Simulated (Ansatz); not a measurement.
# ClFH6OSi: the cost of one run

The runs use Ansatz 0.2.0, Gaussian basis; BHLYP-D4/def2-SVPD.

1 further run of the same task is left out (it didn't finish).

**1. The starting structure**

The start, a first-order saddle point found at PBE0-D4 in triple zeta: 10 atoms, charge 0, spin multiplicity 1.

Atoms are counted from 1 here; the program's logs count them from 0.

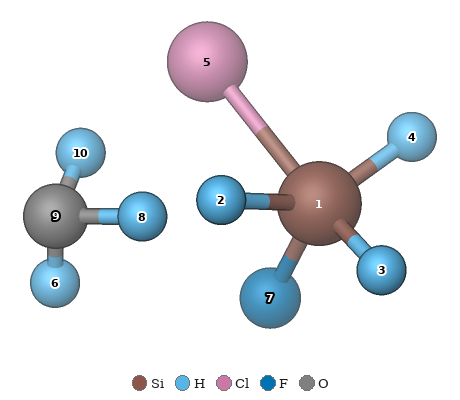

Start geometry, drawn with colours as in the key; atoms are numbered from 1 in the order of the file.

Geometry (Å):

```
Si   -0.8145    0.5206   -0.7999
H     0.3860   -0.5893   -0.9252
H    -1.4737   -0.3159   -1.8567
H    -1.2093    1.8777   -1.2454
Cl    0.8756    1.6834    0.3496
H     0.4960   -1.2741    1.6713
F    -1.5327    0.0309    0.5567
H     0.7396   -0.9101   -0.0031
O     1.2171   -1.0153    1.0794
H     1.3159   -0.0077    1.1731
```

**2. Dynamics**

md/in.yaml reads:

```yaml
crystal:
  periodic: [false, false, false]
  atoms:
    - {symbol: Si, position_ang: [-0.814492, 0.520554, -0.799863]}
    - {symbol: H, position_ang: [0.386044, -0.589305, -0.925183]}
    - {symbol: H, position_ang: [-1.473693, -0.315937, -1.856662]}
    - {symbol: H, position_ang: [-1.209336, 1.877674, -1.245422]}
    - {symbol: Cl, position_ang: [0.875554, 1.683394, 0.349578]}
    - {symbol: H, position_ang: [0.496033, -1.274131, 1.671315]}
    - {symbol: F, position_ang: [-1.532690, 0.030929, 0.556738]}
    - {symbol: H, position_ang: [0.739608, -0.910095, -0.003099]}
    - {symbol: O, position_ang: [1.217109, -1.015344, 1.079396]}
    - {symbol: H, position_ang: [1.315861, -0.007738, 1.173102]}
basis:
  gaussian: {orbitals: def2-SVPD}
hamiltonian: {xc: {name: BHLYP}, dispersion: d4}
md: {n_steps: 60, timestep: 0.75, temperature: 200, ensemble: nve, seed: 911, initial_velocities: maxwell_boltzmann}
```

Run with:

```bash
ansatz run in.yaml --threads 4 --pin off --events-out ev --progress --plain --max-ram 9574MiB
```

**Question.** How long does this run take on 4 threads of Arm Neoverse V1, shared host?

About 2.3 min.
